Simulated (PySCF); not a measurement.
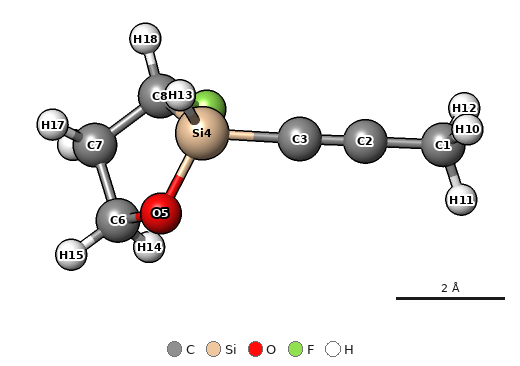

**Figure 1.** The structure as given in the input (ball-and-stick view, seen at a tilt; atoms are numbered from 1 in the order of the input). Bond lengths as drawn: C–C 1.22 to 1.53 Å, C–F 1.39 Å, C–H 1.10 Å, C–O 1.42 Å, C–Si 1.81 to 1.92 Å, H–Si 1.49 Å and O–Si 1.68 Å.

## What a change does: NMR shielding calculation on C$_{6}$H$_{9}$FOSi

System: C$_{6}$H$_{9}$FOSi.
Method of run A: GIAO PBE0/pcSseg-1 NMR shielding, non-relativistic, gas phase (PySCF 2.14.0).

The geometry comes from this level: PBE0-D3(BJ)/def2-SVP. Text and figures count atoms from 1; the logs count them from 0 in places.

**Input file, run A**
```
{"job": {"kind": "nmr", "xc": "PBE0", "basis": "pcSseg-1"}, "charge": 0, "multiplicity": 1}
C      3.909905     0.376156    -0.546747
C      2.486616     0.639497    -0.471677
C      1.287432     0.848848    -0.403221
Si    -0.495172     1.183486    -0.337634
O     -1.173237     0.927014     1.178064
C     -2.124730    -0.120955     1.187292
C     -2.704072    -0.264832    -0.221877
C     -1.548261    -0.160387    -1.205143
F     -0.837209    -1.354180    -1.211113
H      4.477716     1.305066    -0.710880
H      4.270227    -0.083211     0.386890
H      4.136909    -0.314723    -1.373631
H     -0.763516     2.575862    -0.793315
H     -1.640468    -1.065333     1.494632
H     -2.906077     0.113416     1.927383
H     -3.256023    -1.209426    -0.354809
H     -3.403985     0.565890    -0.418777
H     -1.891566     0.044043    -2.231934
```

The first line tells a small driver script what to run in PySCF; the rest is the geometry in Å.

Command:
```bash
OMP_NUM_THREADS=1 python <driver script> task.json out
```

Hardware: 1 CPU thread, shared host.

**Output (run A)**
```
coarse grid: 15896 points
cycle   1  E = -697.7567289740  dE =  1.148e+00  |g| = 8.253e-01  |ddm| = 4.105e+00
cycle   2  E = -697.5887303354  dE =  1.680e-01  |g| = 1.271e+00  |ddm| = 2.015e+00
cycle   3  E = -697.8817892720  dE = -2.931e-01  |g| = 1.531e-01  |ddm| = 1.407e+00
cycle   4  E = -697.8860251710  dE = -4.236e-03  |g| = 7.254e-02  |ddm| = 1.838e-01
cycle   5  E = -697.8869502183  dE = -9.250e-04  |g| = 3.905e-02  |ddm| = 7.298e-02
cycle   6  E = -697.8873129200  dE = -3.627e-04  |g| = 6.359e-03  |ddm| = 3.175e-02
cycle   7  E = -697.8873204910  dE = -7.571e-06  |g| = 2.353e-03  |ddm| = 6.210e-03
final grid: 150336 points
cycle   8  E = -697.9596992245  dE = -3.045e-05  |g| = 1.180e-02  |ddm| = 4.210e-02
cycle   9  E = -697.9596661806  dE =  3.304e-05  |g| = 1.801e-02  |ddm| = 2.192e-02
cycle  10  E = -697.9597259831  dE = -5.980e-05  |g| = 1.493e-03  |ddm| = 1.390e-02
cycle  11  E = -697.9597264625  dE = -4.794e-07  |g| = 2.109e-04  |ddm| = 1.565e-03
cycle  12  E = -697.9597264702  dE = -7.676e-09  |g| = 9.542e-05  |ddm| = 2.854e-04
cycle  13  E = -697.9597264717  dE = -1.503e-09  |g| = 5.763e-05  |ddm| = 1.247e-04
cycle  14  E = -697.9597264725  dE = -7.615e-10  |g| = 1.472e-05  |ddm| = 4.777e-05
converged SCF energy = -697.9597264725

GIAO shielding tensors (ppm)
atom      isotropic    diamagn.    paramagn.     s11        s22        s33       span
  0 C      178.529     250.985     -72.456    169.208    169.885    196.494     27.286
  1 C       69.564     275.576    -206.012    -29.308    -22.038    260.039    289.347
  2 C      102.816     255.602    -152.786     16.051     22.363    270.034    253.983
  3 Si     367.277     881.273    -513.995    313.625    355.161    433.045    119.420
  4 O      289.057     397.220    -108.163    246.991    282.595    337.584     90.593
  5 C      116.694     242.022    -125.328     78.850    103.064    168.167     89.317
  6 C      145.254     253.809    -108.554    133.878    147.224    154.662     20.784
  7 C       97.468     247.800    -150.331     60.992     79.753    151.660     90.667
  8 F      422.076     477.886     -55.809    366.382    428.772    471.075    104.693
  9 H       29.304      24.784       4.519     24.402     27.379     36.130     11.728
 10 H       29.220      29.107       0.113     24.321     27.540     35.800     11.479
 11 H       29.277      28.284       0.992     24.259     27.716     35.854     11.595
 12 H       26.401      28.796      -2.395     22.444     24.774     31.985      9.541
 13 H       27.171      30.378      -3.207     23.135     25.665     32.714      9.579
 14 H       27.211      27.428      -0.218     22.296     26.050     33.286     10.990
 15 H       29.085      28.912       0.173     25.359     26.665     35.232      9.873
 16 H       29.795      29.315       0.480     25.519     27.379     36.486     10.968
 17 H       26.686      29.814      -3.128     23.025     26.273     30.759      7.734
```

Run B used a changed input.

**The two runs side by side**

| quantity | run A | run B |
| --- | --- | --- |
| outcome | converged | converged |
| total energy (hartree) | −697.959726 | −695.588864 |
| HOMO (eV) | −7.53 | −10.35 |
| LUMO (eV) | −0.22 | 3.36 |
| dipole moment (D) | 1.00 | 1.10 |
| shielding of C1 (ppm) | 178.5 | 186.4 |
| shielding of Si4 (ppm) | 367.3 | 413.9 |
| shielding of O5 (ppm) | 289.1 | 318.5 |
| shielding of C6 (ppm) | 116.7 | 131.4 |
| shielding of C7 (ppm) | 145.3 | 156.4 |
| shielding of C8 (ppm) | 97.5 | 114.8 |
| shielding of F9 (ppm) | 422.1 | 461.1 |
| SCF iterations | 14 | 13 |
| basis functions | 205 | 205 |
| wall time (shared host) | 72 s | 36 s |

What was changed in the input?

The change (lines with − go, lines with + come):
```diff
-"xc": "PBE0"
+"xc": "HF"
+"pop": false
```

The total energies belong to different methods, so their difference says nothing on which is more stable or more accurate. The HOMO goes from −7.53 to −10.35 eV. The LUMO goes from −0.22 to 3.36 eV. The dipole moment goes from 1.00 to 1.10 D. Of all shieldings, the largest change is that of Si4, by +46.7 ppm. The method changes from PBE0 to HF. The SCF takes 13 iterations against 14.

**Output (run B)**
```
final grid: 150336 points
cycle   1  E = -695.4073804929  dE =  1.822e+00  |g| = 8.268e-01  |ddm| = 3.983e+00
cycle   2  E = -695.5404527468  dE = -1.331e-01  |g| = 5.072e-01  |ddm| = 1.018e+00
cycle   3  E = -695.5860313791  dE = -4.558e-02  |g| = 8.983e-02  |ddm| = 4.006e-01
cycle   4  E = -695.5886843292  dE = -2.653e-03  |g| = 2.431e-02  |ddm| = 1.421e-01
cycle   5  E = -695.5888417110  dE = -1.574e-04  |g| = 8.091e-03  |ddm| = 3.346e-02
cycle   6  E = -695.5888612931  dE = -1.958e-05  |g| = 2.752e-03  |ddm| = 9.122e-03
cycle   7  E = -695.5888637963  dE = -2.503e-06  |g| = 7.643e-04  |ddm| = 4.198e-03
cycle   8  E = -695.5888640888  dE = -2.924e-07  |g| = 2.899e-04  |ddm| = 1.422e-03
cycle   9  E = -695.5888641470  dE = -5.823e-08  |g| = 1.291e-04  |ddm| = 5.470e-04
cycle  10  E = -695.5888641641  dE = -1.714e-08  |g| = 6.823e-05  |ddm| = 2.330e-04
cycle  11  E = -695.5888641720  dE = -7.897e-09  |g| = 3.227e-05  |ddm| = 1.913e-04
cycle  12  E = -695.5888641741  dE = -2.039e-09  |g| = 1.097e-05  |ddm| = 1.164e-04
cycle  13  E = -695.5888641742  dE = -1.764e-10  |g| = 3.118e-06  |ddm| = 3.824e-05
converged SCF energy = -695.5888641742

GIAO shielding tensors (ppm)
atom      isotropic    diamagn.    paramagn.     s11        s22        s33       span
  0 C      186.418     244.800     -58.382    179.840    180.346    199.067     19.227
  1 C       73.245     279.682    -206.437    -27.374    -21.065    268.174    295.548
  2 C      109.127     254.810    -145.683     23.135     27.724    276.523    253.388
  3 Si     413.947     876.485    -462.538    375.591    406.367    459.882     84.291
  4 O      318.475     399.484     -81.008    282.933    313.754    358.739     75.807
  5 C      131.387     238.391    -107.004     99.130    119.945    175.086     75.956
  6 C      156.449     250.318     -93.869    148.440    157.137    163.770     15.330
  7 C      114.759     246.590    -131.831     80.759     97.142    166.375     85.617
  8 F      461.064     478.947     -17.883    410.793    458.332    514.067    103.274
  9 H       29.751      25.165       4.586     24.583     27.647     37.024     12.441
 10 H       29.666      28.369       1.297     24.477     27.818     36.704     12.227
 11 H       29.715      27.777       1.938     24.429     27.993     36.723     12.294
 12 H       27.391      28.813      -1.422     23.373     25.642     33.158      9.785
 13 H       27.908      29.950      -2.043     23.876     26.161     33.686      9.810
 14 H       27.824      27.805       0.019     22.632     26.316     34.524     11.891
 15 H       29.580      28.937       0.643     25.403     26.984     36.353     10.950
 16 H       30.441      29.372       1.070     25.959     27.802     37.563     11.604
 17 H       27.500      29.970      -2.470     23.603     26.856     32.041      8.437
```
